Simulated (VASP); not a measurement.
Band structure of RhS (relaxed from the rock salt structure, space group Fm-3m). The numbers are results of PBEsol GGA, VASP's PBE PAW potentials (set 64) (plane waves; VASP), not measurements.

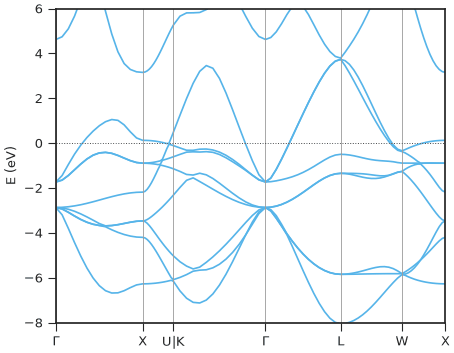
*Bands along high-symmetry lines, zero at the valence-band maximum or, without a gap, the Fermi level*

Problem. Read the plot: is there a gap, and where are the band edges?

Solution. It has no gap at this level: it comes out as a metal or semimetal. (Edges off the drawn lines would not show.)

The structure was generated: RhS was put into the rock salt type (Fm-3m), which need not be its known phase. It was relaxed first, which changed the volume by -25 %. The electron count is odd and the run is not spin-polarised, which forces a metal.
